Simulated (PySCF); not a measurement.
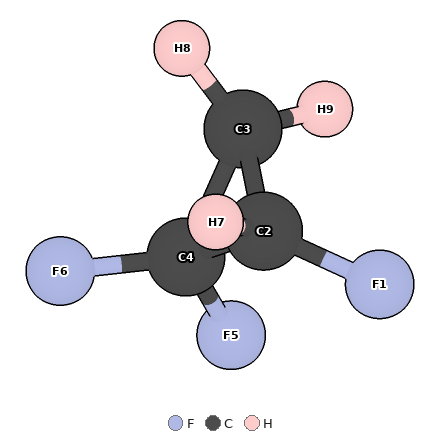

C₃H₃F₃, SMILES F[C@H]1CC1(F)F. Vertical core-electron binding energies by ΔSCF (SCAN, pcX-1 on the ionised atom, pcseg-1 elsewhere, spin-free X2C; PySCF, at a PBE0-D3(BJ)/def2-SVP geometry (no frequency check)), gas phase, against the vacuum level. One atom of each kind was ionised; within a panel, areas follow the number of like atoms, each panel is scaled alone, Gaussians of 0.6 eV full width. Only the regions named are shown. Lines closer than the width merge in the curve.

### Predict the F 1s and C 1s photoelectron lines.

| level | atoms | binding energy (eV) |
| --- | --- | --- |
| F 1s | F5 | 693.9 |
| F 1s | F6 | 693.9 |
| F 1s | F1 | 693.5 |
| C 1s | C4 | 295.9 |
| C 1s | C2 | 293.9 |
| C 1s | C3 | 291.8 |

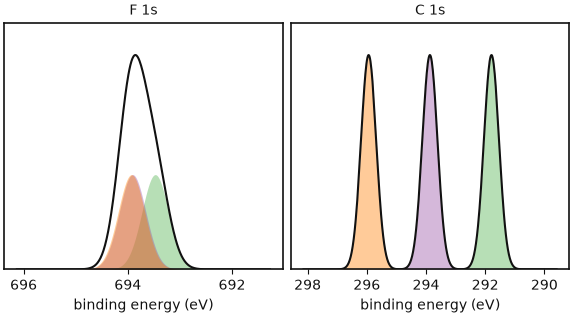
